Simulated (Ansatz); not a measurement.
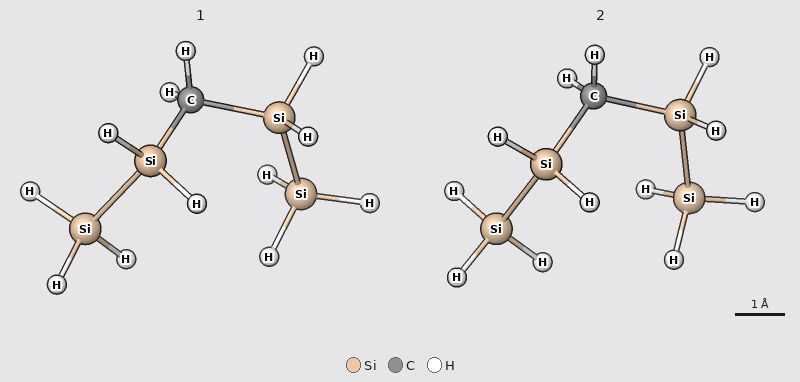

Two geometries of CH12Si4, drawn at one scale. One is the start of a relaxation, the other its converged end. A ball-and-stick model, seen from a free direction.

The calculation used RKS B3LYP-D4/STO-3G in Ansatz 0.2.0. Settings: no spin polarisation; force threshold 0.015 eV/Å; at most 40 steps.

Which of the two is the end point?

Structure 2 is the relaxed one. The run prepares an end point of a later path (torsion) calculation, from a guessed geometry. The largest move after the best rigid fit is that of an H atom, 0.62 Å. By element the largest moves are H 0.62 Å, Si 0.27 Å, C 0.23 Å. Near-neighbour distances that change, for instance: C–Si 1.755 → 1.886 Å, H–Si 1.565 → 1.447 Å, H–Si 1.523 → 1.444 Å, Si–Si 2.306 → 2.256 Å. Among the angles between lasting bonds that change: H–Si–H 101.3° → 106.7°, H–Si–H 112.3° → 107.7°, Si–C–Si 111.6° → 116.1°. After 18 geometry steps the energy has fallen by 95.6 kJ/mol. The largest force component goes from 5.1 to 0.009 eV/Å. The forces were under the threshold at step 7, but the run went on from there.

Limits of the set-up: STO-3G is a minimal basis, so the numbers are rough.
